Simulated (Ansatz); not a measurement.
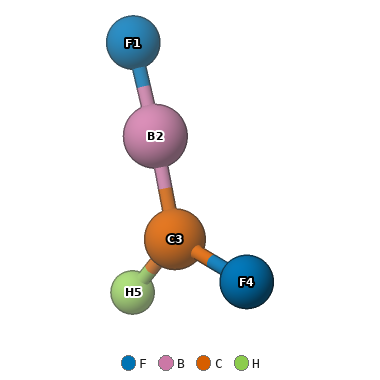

The system is CHBF₂ (SMILES FB=CF) with the probe H2O; the picture shows it without the atoms that are moved over the map. The probe is moved over a plane parallel to the molecule's main plane, 2.10 Å above it. First axis: x of the probe's H atom. Second axis: y of the probe's H atom. Nothing is relaxed (molecule and probe rigid, the probe upright with H nearest the plane). The grid has 11 × 11 points. All energies are given in kJ/mol relative to molecule and probe far apart, each relaxed in its own basis (no counterpoise correction). Level of theory: RKS PBE-D4/def2-SVPD (Ansatz).

Range: x of the probe's H atom from −3.05 to 3.05 Å; y of the probe's H atom from −3.05 to 3.05 Å.

> What landscape does the calculation give?

The lowest grid point is at x of the probe's H atom = 0.61 Å, y of the probe's H atom = 0.61 Å, −17.8 kJ/mol from molecule and probe far apart, each relaxed in its own basis (no counterpoise correction). There are further wells near x of the probe's H atom = 1.83 Å, y of the probe's H atom = −0.61 Å (3.7 kJ/mol above the lowest at that grid point); x of the probe's H atom = −2.44 Å, y of the probe's H atom = −0.61 Å (12.9 kJ/mol above the lowest at that grid point). The highest grid point, x of the probe's H atom = −3.05 Å, y of the probe's H atom = 3.05 Å, lies 17.6 kJ/mol above the lowest. On the interpolated surface the easiest way out of the lowest well to the well at about x of the probe's H atom = 2.10 Å, y of the probe's H atom = −0.56 Å passes a barrier of about 4.9 kJ/mol, counted from the interpolated bottom of the well. Near the minimum the curvatures are about 0.19 and 0.22 eV/Å² along the soft and the stiff direction.

| y of the probe's H atom ↓, x of the probe's H atom → | −3.05 | −2.44 | −1.83 | −1.22 | −0.61 | 0.00 | 0.61 | 1.22 | 1.83 | 2.44 | 3.05 |
| --- | --- | --- | --- | --- | --- | --- | --- | --- | --- | --- | --- |
| 3.05 | −0.2 | −0.6 | −1.1 | −1.4 | −1.8 | −2.0 | −2.1 | −1.9 | −1.6 | −1.3 | −1.0 |
| 2.44 | −0.9 | −1.5 | −2.1 | −2.6 | −3.3 | −3.9 | −4.2 | −3.8 | −3.0 | −2.4 | −1.8 |
| 1.83 | −1.9 | −2.6 | −3.1 | −3.8 | −5.2 | −7.1 | −8.0 | −7.1 | −5.5 | −4.2 | −3.2 |
| 1.22 | −3.1 | −3.6 | −3.5 | −4.4 | −7.5 | −11.7 | −13.6 | −11.5 | −8.5 | −6.8 | −5.4 |
| 0.61 | −4.2 | −4.3 | −3.2 | −3.9 | −8.8 | −15.5 | −17.8 | −14.0 | −11.0 | −10.0 | −8.0 |
| 0.00 | −4.9 | −4.8 | −2.7 | −2.5 | −7.2 | −14.0 | −16.3 | −13.7 | −12.9 | −12.9 | −10.3 |
| −0.61 | −4.8 | −4.9 | −3.0 | −2.0 | −4.4 | −8.8 | −11.5 | −12.7 | −14.1 | −13.8 | −10.7 |
| −1.22 | −3.9 | −4.4 | −3.5 | −2.6 | −3.1 | −5.4 | −8.3 | −11.2 | −12.7 | −11.8 | −9.0 |
| −1.83 | −2.7 | −3.3 | −3.3 | −2.9 | −3.1 | −4.4 | −6.5 | −8.5 | −9.4 | −8.5 | −6.5 |
| −2.44 | −1.6 | −2.1 | −2.5 | −2.6 | −2.9 | −3.7 | −4.8 | −5.9 | −6.2 | −5.5 | −4.3 |
| −3.05 | −0.8 | −1.2 | −1.6 | −1.9 | −2.3 | −2.7 | −3.3 | −3.7 | −3.8 | −3.3 | −2.6 |

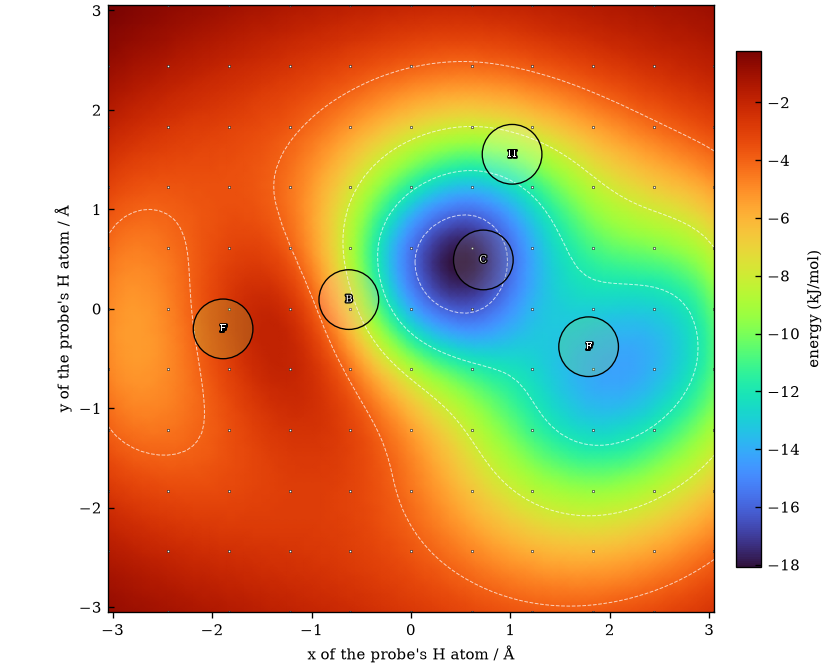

Drawn: a smooth colour map with a few white contour lines, dots at the grid points, labelled circles for the molecule's atoms, projected on the plane. Between grid points the surface is interpolated.

The whole map (121 points run) took 12 min on 1 thread of Intel(R) Xeon(R) Platinum 8259CL CPU @ 2.50GHz (Skylake/Cascade Lake) (shared host).
